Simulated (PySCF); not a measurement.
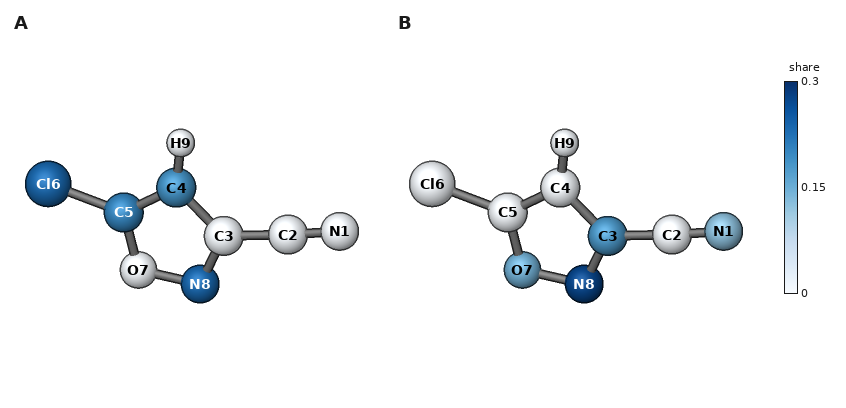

Each panel colours the atoms by their Löwdin share in one orbital (up to four of the largest shares; other atoms are shown as zero). The computed structure is the end point of a GFN2-xTB optimisation. No frequency run is at hand to confirm it as a minimum. Method: ωB97X-D/def2-SVPD (PySCF 2.14.0).

The panels show the HOMO, LUMO, in some order. Which is which?

A: HOMO, −10.30 eV; N8 0.24, Cl6 0.23, C5 0.20, C4 0.18
B: LUMO, −0.38 eV; N8 0.28, C3 0.18, O7 0.14, N1 0.12
